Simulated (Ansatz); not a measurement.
Pressure series in TiAl

Take TiAl (space group P4/mmm, No. 123; a = 2.824 Å, c = 4.071 Å) as the base.

Cell and atoms are relaxed at each pressure.

Computed with PBE (Ansatz, a program for electronic structure; PAW; 420 eV plane waves; scalar-relativistic without spin-orbit coupling).

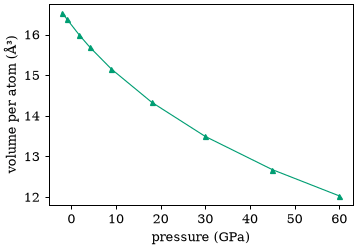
*Volume against pressure*

**Question.** Estimate the zero-pressure bulk modulus from the plot.

**Answer.** About 110 GPa; a third-order Birch–Murnaghan fit to the points gives V₀ = 16.23 Å³/atom, B₀ = 115 GPa and B₀′ = 3.7.

Load acts through the strain it causes; cell and atoms are relaxed under it. Whether these cells are dynamically stable was not tested. No other phases were tried under pressure. All final runs are without spin polarisation.
